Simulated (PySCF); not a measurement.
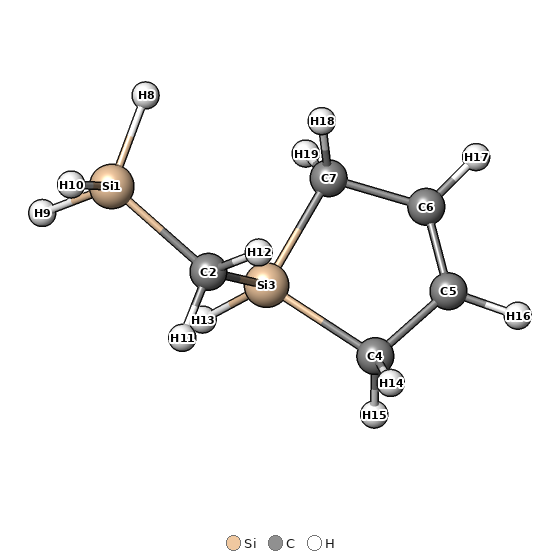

Geometry used (C₅H₁₂Si₂, SMILES [SiH3]C[SiH]1CC=CC1).

GIAO shifts, PBE0/pcSseg-1, PySCF, at a GFN2-xTB geometry (no frequency check), against TMS for ¹³C and TMS for ²⁹Si computed at the same level. Gas phase, fully decoupled, line heights follow the number of nuclei, widths are arbitrary (no quadrupolar broadening); values of one conformer, averaged over nuclei that symmetry, rotation about single bonds or ring flips exchange, these motions taken as fast; other conformers aren't averaged in.

Question: Which ¹³C signals does it give?

Answer: 3 signals.


```tsv
δ (ppm)	nuclei	atoms
138.3	2	C5, C6
20.7	2	C4, C7
−8.9	1	C2
```

Question: Which ²⁹Si signals does it give?

Answer: 2 signals.


| δ (ppm) | nuclei | atoms |
| --- | --- | --- |
| −4.9 | 1 | Si3 |
| −76.7 | 1 | Si1 |

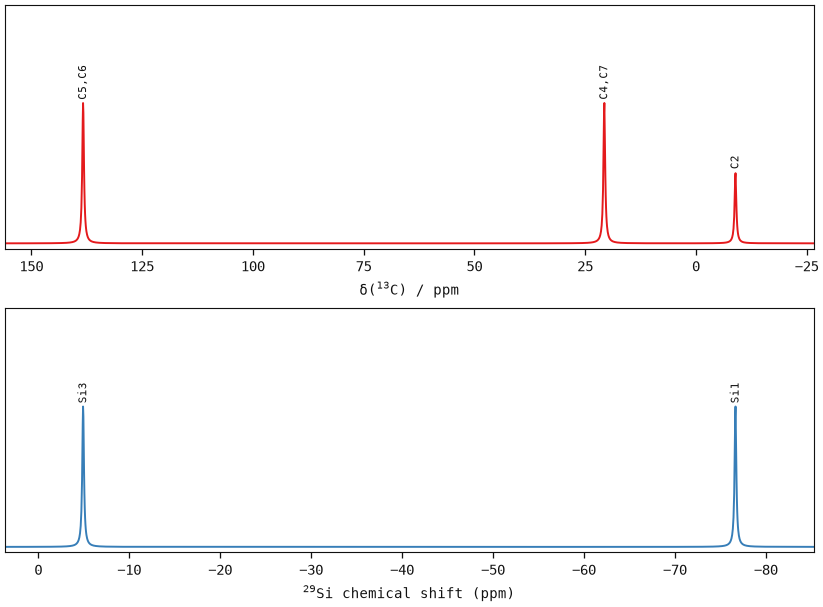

Note: the tight-binding geometry is rougher than a DFT one and adds to the error.
